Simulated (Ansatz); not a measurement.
Input file:

```
crystal:
  periodic: [false, false, false]
  atoms:
    - {symbol: B, position_ang: [0.000000, 0.000000, -0.821425]}
    - {symbol: B, position_ang: [0.000000, 0.000000, 0.821425]}
    - {symbol: O, position_ang: [0.000000, 0.000000, -2.020328]}
    - {symbol: O, position_ang: [0.000000, 0.000000, 2.020328]}
basis:
  gaussian:
    orbitals: def2-TZVPD
hamiltonian:
  xc: pbe0
output:
  forces: true
  orbitals: {seedname: orbitals}
```

Run with:

```sh
ansatz run input.yaml --threads 1 --pin off --max-ram 2610MiB --events-out events.jsonl --progress --plain --runs-dir runs
```

Geometry: PBE0-D3(BJ)/pcseg-1.

The calculation used isolated molecule in a Gaussian basis; Kohn-Sham density functional theory, functional PBE0 (Ansatz).

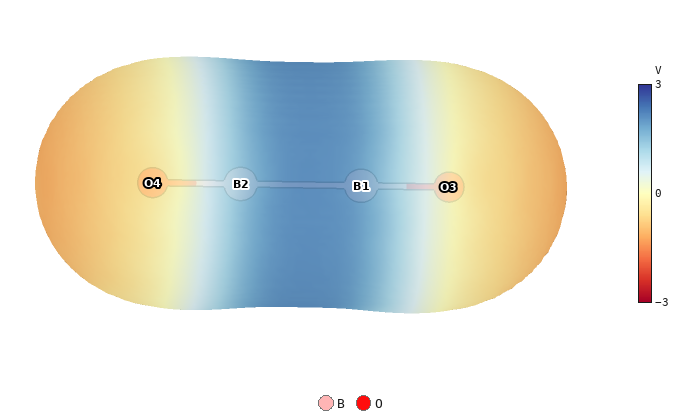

B2O2 (SMILES O=BB=O). The molecular electrostatic potential painted on the density surface at 0.002 e/bohr³, seen across its widest extent; the colour scale runs from red (negative) to blue (positive).

Question: Where is the surface potential most negative and most positive?

Answer: The most negative region (about −1.1 V) lies over O3 and O4, the most positive (about +2.1 V) over B1 and B2.
